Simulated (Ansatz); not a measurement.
Co (P6_3/mmc, No. 194): the geometry relaxed with DFT, m-r2SCAN, plane waves (500 eV) with PAW, scalar-relativistic (Ansatz); the starting structure was generated, so it need not be a known form of this composition.

```yaml
crystal:
  lattice:
    - [2.45851, 0.00000, 0.00000]
    - [-1.22926, 2.12914, 0.00000]
    - [0.00000, 0.00000, 7.96970]
  atoms:
    - { symbol: Co, position: [0.00000, 0.00000, 0.00000] }
    - { symbol: Co, position: [0.00000, 0.00000, 0.50000] }
    - { symbol: Co, position: [0.33333, 0.66667, 0.25000] }
    - { symbol: Co, position: [0.66667, 0.33333, 0.75000] }
```

**What will a projected-potential map along [210] show? Computed as the sum of neutral-atom potentials (tabulated electron scattering factors, B = 0.5 Å²) projected along the beam and smoothed by 0.25 Å; brighter is more positive.**

The columns repeat on a rectangular net of 1.23 × 1.99 Å (plane group p2mm). All columns are alike (Co). The shortest distance between visible columns is 1.23 Å in projection. Along the beam the structure repeats every 4.26 Å.

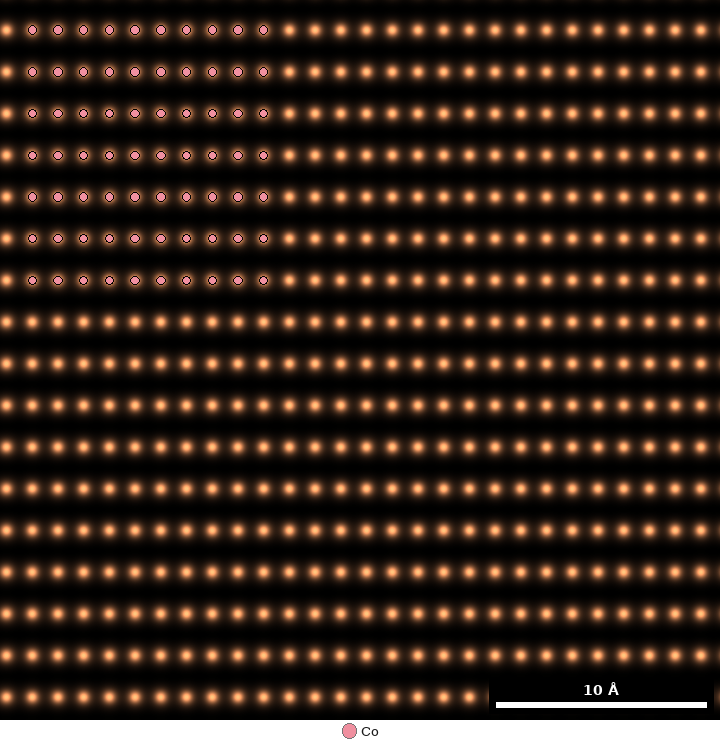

The simulated image, with the columns of the model marked in one corner.

**What mean inner potential do neutral atoms give for this crystal?**

About 31 V (the sum of the forward scattering factors over the cell volume; bonding usually lowers the true value).
